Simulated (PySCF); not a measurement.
O, triplet, SMILES `[O]`.

PySCF calculation, B3LYP/def2-TZVP, gas phase; geometry: GFN2-xTB. No frequency check shows the geometry to be a minimum. A basis without diffuse functions makes polarisabilities too small. The stability of the open-shell solution wasn't checked.

Cartesian coordinates (Å):

```
O1       0.0000    0.0000    0.0000
```

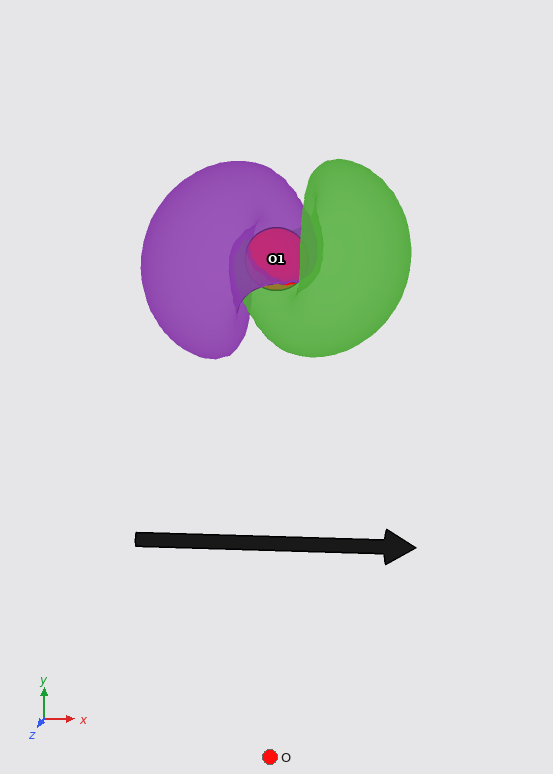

Change of the electron density in a uniform field of 0.41 V/Å along +x (arrow), surfaces at ±0.0015 e/Å³ (purple: gain, green: loss).

The field was applied in both directions; the picture shows the one opposite to the script's first.

### What dipole is induced, and what polarisability does it imply?

The induced dipole is 0.06 D (along the field); α along this axis, from the fields in both directions, is 3 bohr³ (0.5 Å³).
